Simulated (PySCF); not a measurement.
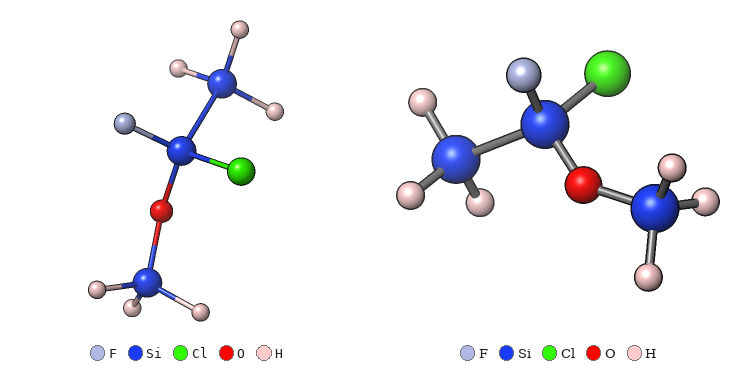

Two views of one molecule.

The geometry was computed by an optimisation with PBE0-D3(BJ)/def2-SVP. No frequency run is at hand to confirm it as a minimum.

Identify the structure.

Formula ClFH₆OSi₃. Its SMILES string is `F[Si@@]([SiH3])(Cl)O[SiH3]`. It has no ring. Among its groups: Si–H bond, Si–O bond. This geometry has C1 symmetry. Coordination: 3 Si tetrahedral; 1 O bent.

More results for the same structure follow; atom numbers are the same in all pictures, views and colours differ.

### Shape

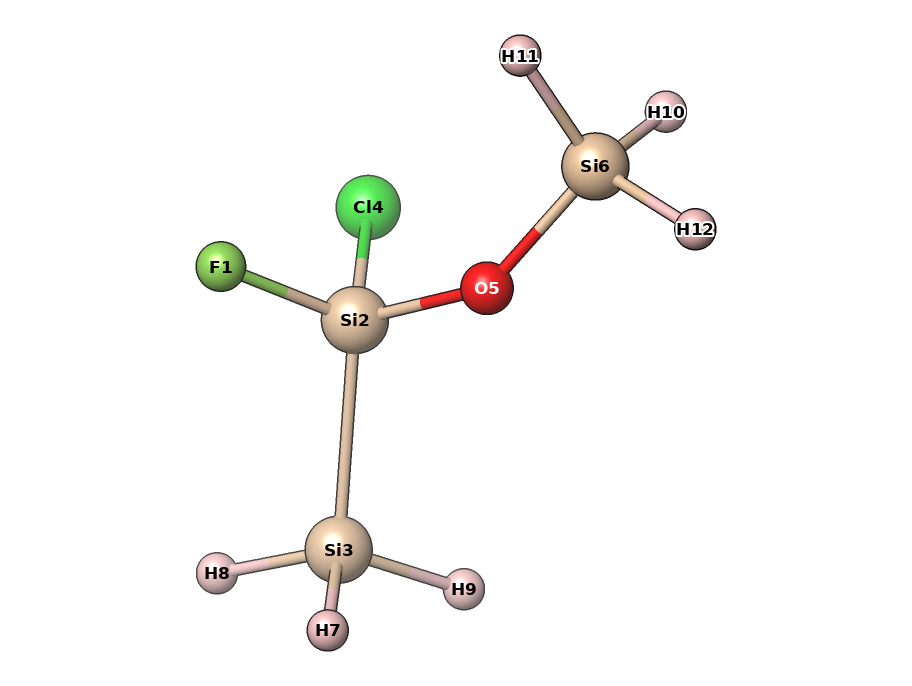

Depth is shown by fading: the farther an atom, the more it takes the colour of the background. No frequency run is at hand to confirm it as a minimum.

Question: Find the stereocentres and stereogenic double bonds.

Answer: Centres: Si2.

Question: Give the R/S and E/Z labels.

Answer: Si2: S (priorities Cl4 > Si3 > F1 > O5).

### Electronic properties

No frequency run is at hand to confirm it as a minimum. Method: LC-wPBE/pcSseg-1, gas phase (PySCF 2.14.0).

Predict the main results.

- dipole moment: 1.71 D
- HOMO energy (Kohn–Sham orbital): −11.44 eV
- LUMO energy (Kohn–Sham orbital): 1.99 eV
- HOMO–LUMO gap: 13.43 eV

### Bond orders

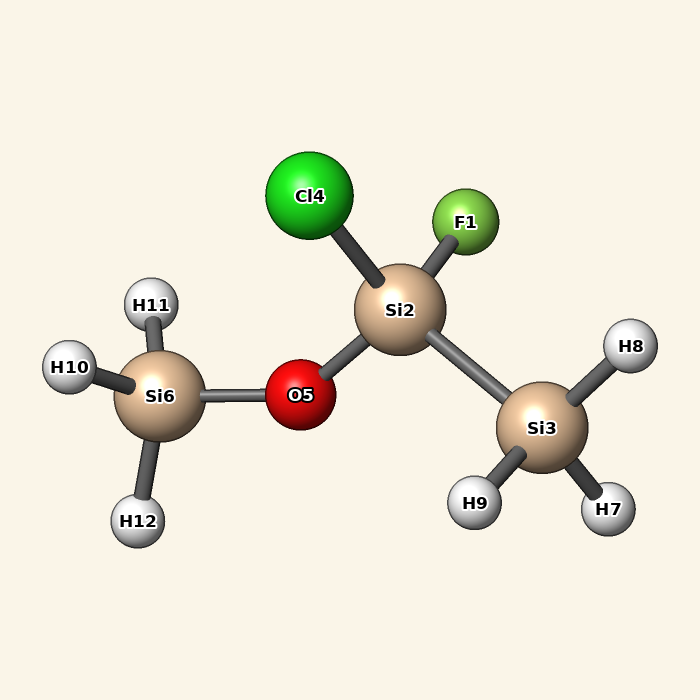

The thickness of each stick grows with its Mayer bond order. No frequency run is at hand to confirm it as a minimum. Level of theory: PBE0/6-31G (PySCF 2.14.0).

List the Mayer bond orders of F1–Si2, Si2–Si3, Si2–Cl4, Si2–O5, Si3–H7, Si3–H8, Si3–H9, O5–Si6, Si6–H10, Si6–H11, Si6–H12.

```
   bond  Mayer order  length (Å)
 F1–Si2         0.89       1.618
Si2–Si3         0.83       2.324
Si2–Cl4         0.86       2.063
 Si2–O5         0.78       1.633
 Si3–H7         0.93       1.493
 Si3–H8         0.92       1.492
 Si3–H9         0.93       1.493
 O5–Si6         0.63       1.673
Si6–H10         0.91       1.491
Si6–H11         0.91       1.491
Si6–H12         0.92       1.488
```

### NMR shielding

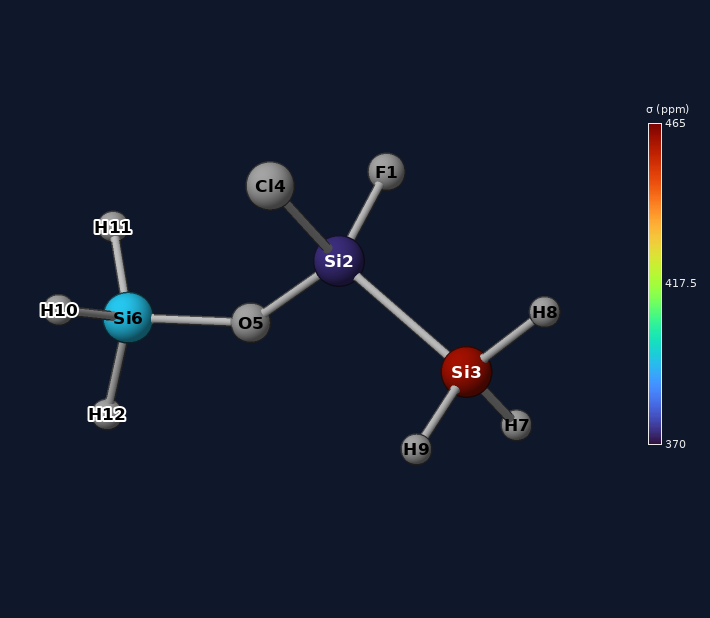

Atoms are coloured by their isotropic NMR shieldings (Si only, the others grey). No frequency run is at hand to confirm it as a minimum. Method: GIAO B97-2/pcSseg-1 NMR shielding, non-relativistic, gas phase (PySCF 2.14.0).

Give the isotropic NMR shieldings of the Si atoms atom by atom.

| atom | σ (ppm) |
| --- | --- |
| Si2 | 373.5 |
| Si3 | 460.7 |
| Si6 | 394.6 |
